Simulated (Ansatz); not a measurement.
The structure in question:

```
C
1.0
     2.45625    0.00000    0.00000
    -1.22812    2.12717    0.00000
     0.00000    0.00000   29.49188
C
12
Direct
  0.66667 0.33333 0.13279
  0.66667 0.33333 0.63279
  0.66667 0.33333 0.86721
  0.66667 0.33333 0.36721
  0.00000 0.00000 0.75026
  0.33333 0.66667 0.36721
  0.00000 0.00000 0.25026
  0.66667 0.33333 0.75026
  0.33333 0.66667 0.86721
  0.33333 0.66667 0.25026
  0.33333 0.66667 0.63279
  0.33333 0.66667 0.13279
```

**Describe what this structure looks like.**

The element is carbon. The cell holds twelve atoms. Each C atom is coordinated by three C in a trigonal planar arrangement at 1.42 Å. The bonds build C layers parallel to (001).

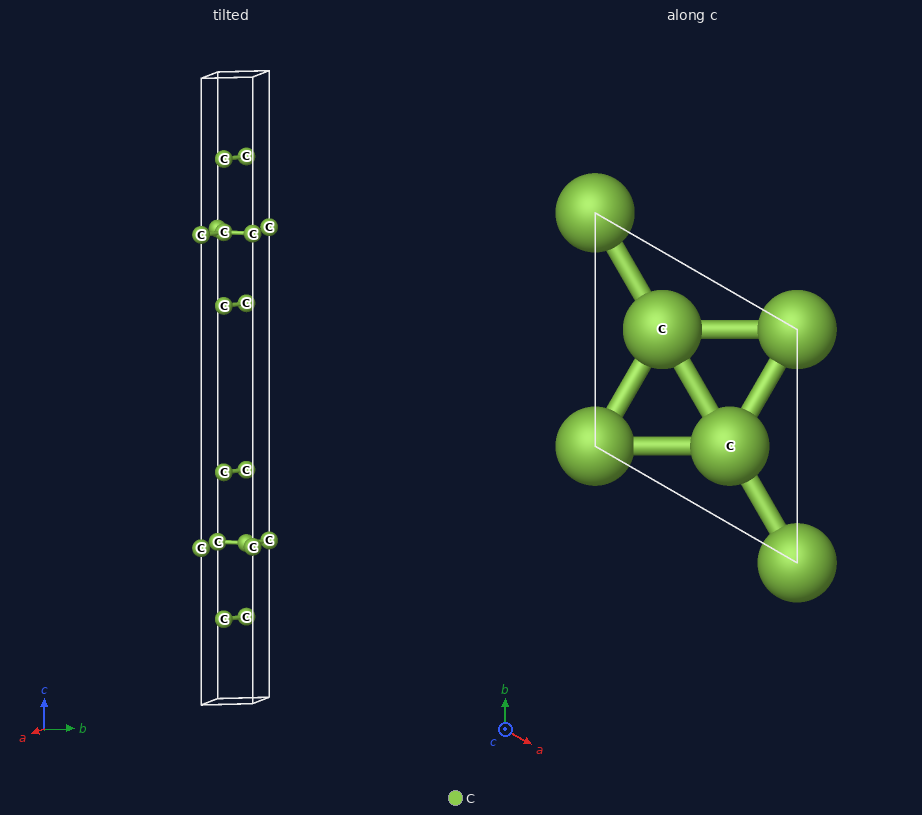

We look at a ball-and-stick model of the crystal slightly off an axis and along the c axis. The simulation cell is outlined; an atom on or near a face, edge or corner is repeated at each equivalent position. Colours: carbon green.

The initial geometry was a structure listed in the Materials Project. Earlier steps of the study may have refined or changed the cell and positions. Ansatz was used for an electronic-structure calculation on it.
